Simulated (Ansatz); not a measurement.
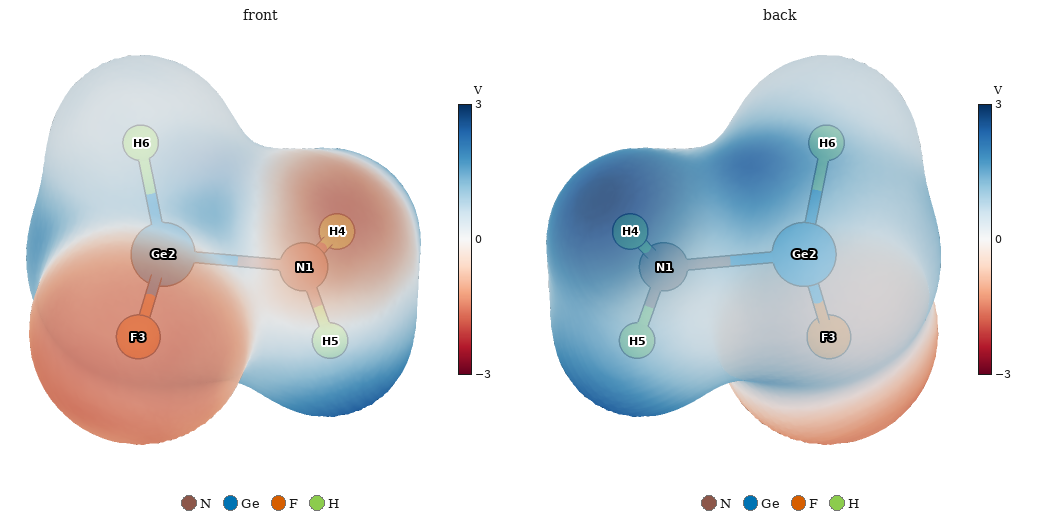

Figure 1: FGeH₃N (doublet). The electrostatic potential painted on the density surface at 0.004 e/bohr³, seen from the front and from behind; red is negative and blue positive.

Computed with UKS r2SCAN/def2-SVP (Ansatz).

| atom | x (Å) | y (Å) | z (Å) |
| --- | --- | --- | --- |
| N | -0.4727 | 0.3416 | -0.7189 |
| Ge | 0.1597 | -0.3038 | 0.8866 |
| F | 1.2430 | -1.5708 | 0.3367 |
| H | -1.2168 | 1.0370 | -0.6682 |
| H | -0.7410 | -0.3816 | -1.3869 |
| H | 1.0700 | 0.8137 | 1.5044 |

> Where is the surface potential most negative and most positive?

The most negative region (about −1.6 V) lies over F3, the most positive (about +2.5 V) over H4.
